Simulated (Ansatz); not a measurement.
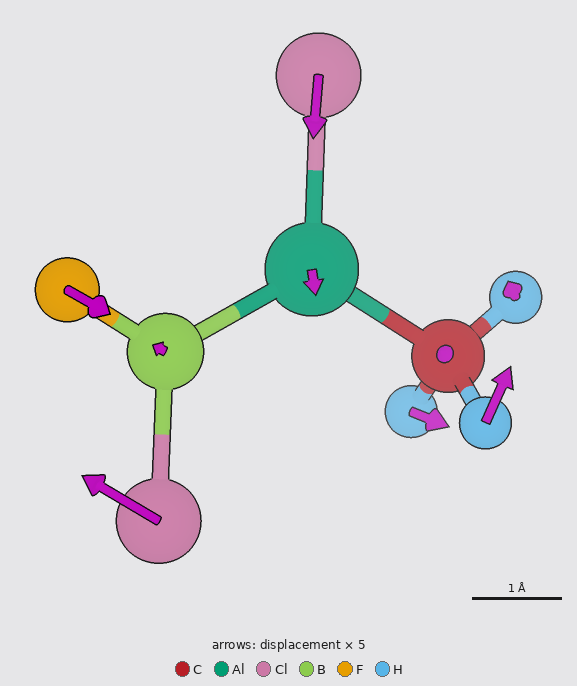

This is a relaxation of CH₃AlBCl₂F. The starting structure is drawn; purple arrows show the displacements, 5 times their true length. The two geometries are superimposed by the best rigid fit.

Style: ball-and-stick. Shown at a tilt.

The run prepares the start of a later molecular dynamics calculation, from a guessed geometry.

Method: RKS PBE/STO-3G (Ansatz).

Input
```yaml
crystal:
  periodic: [false, false, false]
  atoms:
    - { symbol: C, position_ang: [-0.455, -1.0551, 1.1599] }
    - { symbol: Al, position_ang: [0.6595, -0.2106, -0.2514] }
    - { symbol: Cl, position_ang: [2.5939, -1.1111, -0.7226] }
    - { symbol: B, position_ang: [0.1078, 1.4821, -1.2745] }
    - { symbol: F, position_ang: [0.8778, 2.0511, -2.3045] }
    - { symbol: Cl, position_ang: [-1.6048, 2.2361, -0.8847] }
    - { symbol: H, position_ang: [0.0252, -1.8964, 1.5871] }
    - { symbol: H, position_ang: [-1.4295, -1.2975, 0.686] }
    - { symbol: H, position_ang: [-0.6865, -0.2449, 1.9875] }
basis:
  gaussian: { orbitals: STO-3G }
hamiltonian:
  xc: pbe
relax:
  f_tol: 0.02
  max_steps: 40
scf:
  lower_state_search: "off"
output:
  orbitals: {}
```

Command:
```bash
ansatz run input.yaml --threads 1 --pin off --max-ram 2048MiB --backend cpu --events-out ev --progress --plain --runs-dir out
```

**Describe the change and its energy.**

The largest move after the best rigid fit is that of Cl6, 0.22 Å. Largest moves by element: Cl 0.22 Å, F 0.15 Å, H 0.14 Å, Al 0.06 Å, C 0.05 Å, B 0.04 Å. Some distances before and after: B4–F5 1.406 → 1.318 Å, Al2–Cl3 2.185 → 2.100 Å, C1–H9 1.181 → 1.104 Å, C1–Al2 1.987 → 1.912 Å. Bond angles that change, for instance: H7–C1–H8 113.4° → 107.6°, Al2–C1–H8 106.4° → 110.9°, F5–B4–Cl6 118.7° → 114.9°. Over 6 geometry steps the energy falls by 0.579 eV. Largest force component: 4.1 eV/Å at the start, 0.014 eV/Å at the end.

Limits of the set-up: STO-3G is a minimal basis, so the numbers are rough.
